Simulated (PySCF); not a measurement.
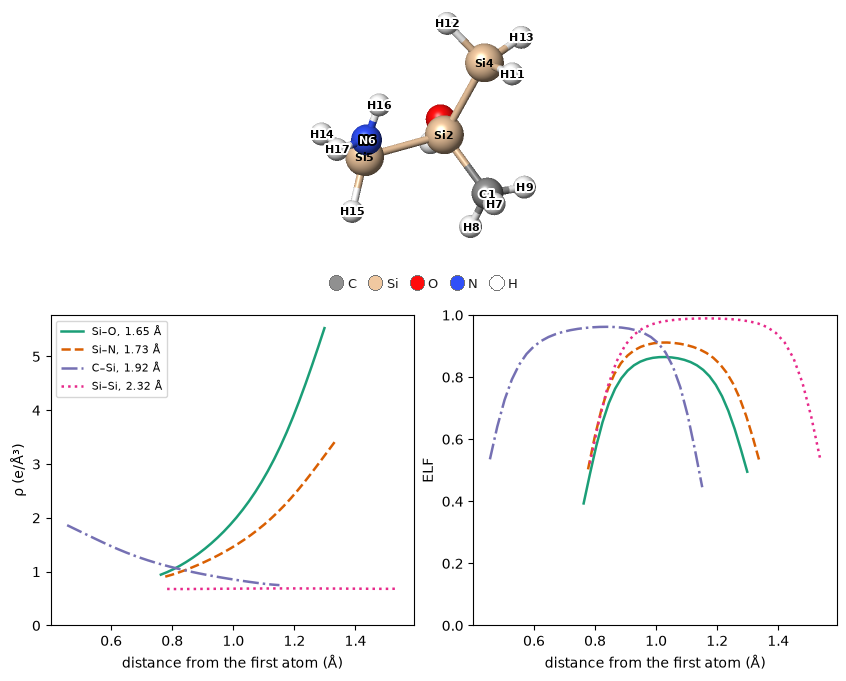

Figure 1: CH₁₁NOSi₃. Total electron density and electron localisation function along straight lines between neighbouring atoms. The curves leave out the atomic cores. The structure is drawn too.

Geometry: GFN2-xTB.

Theory: PBE0/pcSseg-1, SCF density, gas phase, non-relativistic (PySCF).

```xyz
17

C    -0.7441    1.5901    1.2156
Si   -0.5061    0.3987   -0.2689
O    -1.2778    1.0587   -1.5678
Si   -1.7428   -1.5465    0.0074
Si    1.7697    0.2344   -0.6897
N     2.2737   -1.1424    0.2220
H    -0.3296    1.1706    2.1269
H    -0.2490    2.5446    1.0466
H    -1.7952    1.7991    1.3996
H    -1.1105    1.9452   -1.8747
H    -1.6763   -2.0455    1.3882
H    -1.2050   -2.6370   -0.8219
H    -3.1710   -1.4768   -0.3182
H     2.1196    0.1622   -2.1289
H     2.6301    1.3106   -0.1708
H     1.7510   -2.0001    0.1466
H     3.2566   -1.3538    0.2780
```

> Compare the contacts.

Si–O (1.65 Å): the density is about 1.1 e/Å³ at the midpoint; the ELF peaks at about 0.85 between the atoms; a polar covalent bond.
Si–N (1.73 Å): ρ at the midpoint is about 1.1 e/Å³; the ELF peaks at about 0.90 between the atoms: a polar covalent bond.
C–Si (1.92 Å): ρ is about 0.89 e/Å³ halfway; the ELF peaks at about 0.95 between the atoms (a shared electron pair).
Si–Si (2.32 Å): ρ at the midpoint is about 0.69 e/Å³; the ELF peaks at about 1 between the atoms: a covalent bond.
